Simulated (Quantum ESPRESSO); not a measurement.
The Si K edge of atom 1 in SiO2 (Stishovite, P4_2/mnm), with 4 O at 1.76 Å and 2 O at 1.81 Å (octahedral, site symmetry mmm), was computed in 2 ways: full core hole (charged cell) and no core hole. Program and functional: Quantum ESPRESSO XSpectra, PBE, Lorentzian half width 0.3 eV up to 4 eV, rising linearly to 2.5 eV at 25 eV; cells of 6 and 12 atoms (the run without a hole in the smaller).

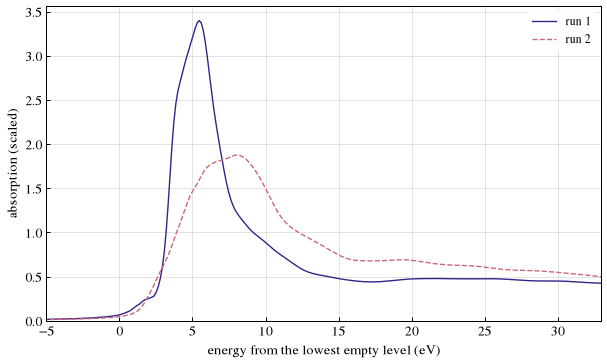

Each run is counted from its own lowest empty level or Fermi level and scaled to a mean of 1 over its first 20 eV. (XSpectra's own axis starts at xe0, in the gap; it has been shifted.)

Q: Which run is which?

Run 1: full core hole (charged cell) (area from −2 to 6 eV 8.7, main maxima 5.5 eV (3.40)). Run 2: no core hole (area from −2 to 6 eV 4.4, main maxima 8.0 eV (1.88)). With each curve scaled to its own mean, the area from −2 to 6 eV with the hole is 8.7 against 4.4, and the centre of weight from −1 to 20 eV moves by -1.8 eV: the hole pulls the absorber's empty states down.

[Hosts, paths, dates, database ids (printed as entryN), source tags and the programs' standing remarks are cut or masked in the printed files.]

[Lists of maxima count a maximum above −3 eV only where it reaches 4 % of the highest in the window and stands out from its surroundings by 2 % of it (1.5 % where it reaches 55 %); shoulders and weaker maxima are passed over, and of the rest the first, up to two pre-edge ones and the few strongest are named.]
